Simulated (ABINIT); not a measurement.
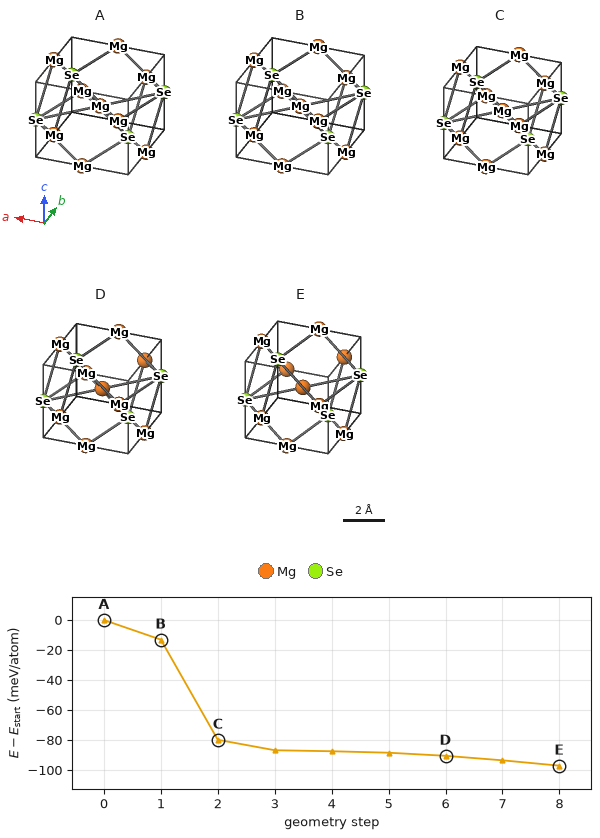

Frames of a relaxation of a crystal of Mg3Se (a generated structure, set up in P4/mmm), marked on the history of the run. A ball-and-stick model of the cell of the calculation, seen from a free direction.

The run lets cell and atoms move.

Method: Kohn-Sham DFT of a periodic cell, PBE, SPMS NC PBE v1.0 in ABINIT.

Input
```
# Pseudopotentials
pp_dirpath "./"
pseudos "12_Mg_10_1.9_2.0_pbe_v1.0.psp8, 34_Se_16_1.9_2.1_pbe_n_v1.0.psp8"

# Structure
acell 3*1.0 Angstrom
rprim
     4.9646018600     0.0000000000     0.0000000000
     0.0000000000     4.9646018600     0.0000000000
     0.0000000000     0.0000000000     4.2871664400
ntypat 2
znucl 12 34
natom 4
typat 1 1 1 2
chkprim 0
chksymtnons 0
tolsym 1.0e-6
xred
            0.0            1/2            0.0
            1/2            0.0            0.0
            1/2            1/2            1/2
            0.0            0.0            1/2

# Plane-wave basis
ecut 34.0
ecutsm 0.5

# k points
kptopt 1
ngkpt 4 4 4
nshiftk 1
shiftk 0.0 0.0 0.0

# Exchange and correlation
ixc 11

# Bands and occupations
nband 28
occopt 3
tsmear 0.05 eV

# SCF cycle
nstep 80
tolvrs 1.0e-12

# Output
iomode 3
prteig 0
prtebands 0
prtwf 0
prtden 0

# Relaxation
ionmov 2
optcell 2
ntime 50
tolmxf 2.0e-5
dilatmx 1.08
```

Command:
```bash
abinit run.abi > log 2>&1
```

Q: Describe the path.

A: The run was cut off at its time limit before the relaxation converged, so the last structure is only a point on the way. Over 8 geometry steps the energy falls by 97.0 meV per atom. All forces vanish by symmetry, so only the cell relaxes. The pressure goes from −5.08 to 1.00 GPa. No atom moves by more than 0.005 Å relative to the cell. The drawn cell changes as follows: a = b 4.965 → 4.445 Å (−10.5 %), c 4.287 → 4.372 Å (+2.0 %); the volume changes by −18.2 %. Some distances before and after: Mg–Se 3.511 → 3.143 Å, Mg–Se 3.280 → 3.117 Å. The space group stays P4/mmm (No. 123). From step 0 to 1: volume −1.5 %, energy −13.0 meV per atom. From step 1 to 2: volume −19.7 %, energy −66.7 meV per atom. From step 2 to 6: volume +3.2 %, energy −10.7 meV per atom. From step 6 to 8: volume +0.2 %, energy −6.6 meV per atom.

```json
{"step": "0", "E − E(0), meV/atom": "0.00", "pressure, GPa": "-5.08", "volume, Å³/atom": "26.417"}
{"step": "1", "E − E(0), meV/atom": "-13.04", "pressure, GPa": "-4.79", "volume, Å³/atom": "26.008"}
{"step": "2", "E − E(0), meV/atom": "-79.73", "pressure, GPa": "2.43", "volume, Å³/atom": "20.881"}
{"step": "3", "E − E(0), meV/atom": "-86.69", "pressure, GPa": "-0.21", "volume, Å³/atom": "22.160"}
{"step": "4", "E − E(0), meV/atom": "-87.36", "pressure, GPa": "0.14", "volume, Å³/atom": "21.968"}
{"step": "5", "E − E(0), meV/atom": "-88.34", "pressure, GPa": "0.49", "volume, Å³/atom": "21.781"}
{"step": "6", "E − E(0), meV/atom": "-90.40", "pressure, GPa": "0.95", "volume, Å³/atom": "21.552"}
{"step": "7", "E − E(0), meV/atom": "-93.40", "pressure, GPa": "1.23", "volume, Å³/atom": "21.436"}
{"step": "8", "E − E(0), meV/atom": "-96.97", "pressure, GPa": "1.00", "volume, Å³/atom": "21.596"}
```
